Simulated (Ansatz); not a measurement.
System: HOSn (SMILES [OH+]=[Sn]) (charge +1).

```yaml
atoms:
  - { symbol: O, position_ang: [0.0000, 0.0000, -0.3074] }
  - { symbol: Sn, position_ang: [0.0000, 0.0000, 1.5803] }
  - { symbol: H, position_ang: [0.0000, 0.0000, -1.2729] }
```

Geometry: PBE0-D3(BJ)/def2-SVP; core potentials replace the inner electrons of Sn.

These are results of Ansatz, isolated molecule in a Gaussian basis; Kohn-Sham density functional theory, functional PBE0, not measurements.

### What can the converged electron density and electron localisation function tell about the bonding?

Sn–O (1.89 Å): ρ at the midpoint is about 0.91 e/Å³; the ELF peaks at about 0.80 in the valence shell of O, 0.6 Å from its nucleus, and drops to about 0.15 between the two atoms.
O–H (0.97 Å): the density is about 3.8 e/Å³ at the midpoint; the ELF climbs to about 1 towards the hydrogen, as it does in any bond to H (a covalent bond by its length).

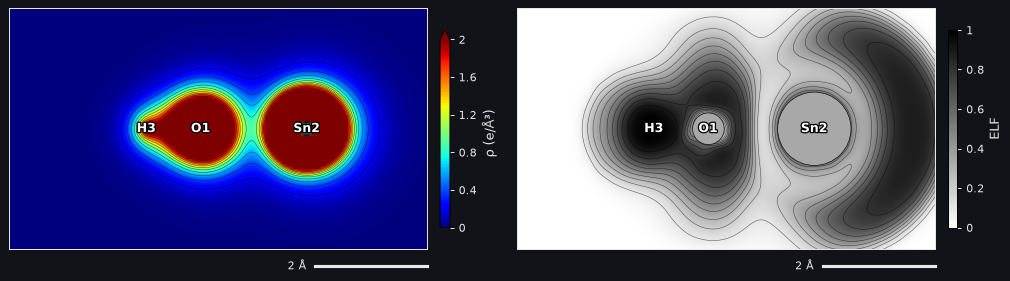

Computed electron density and electron localisation function on a plane that holds the molecular axis, in this order. Grey discs cover the atomic cores in the ELF map. 
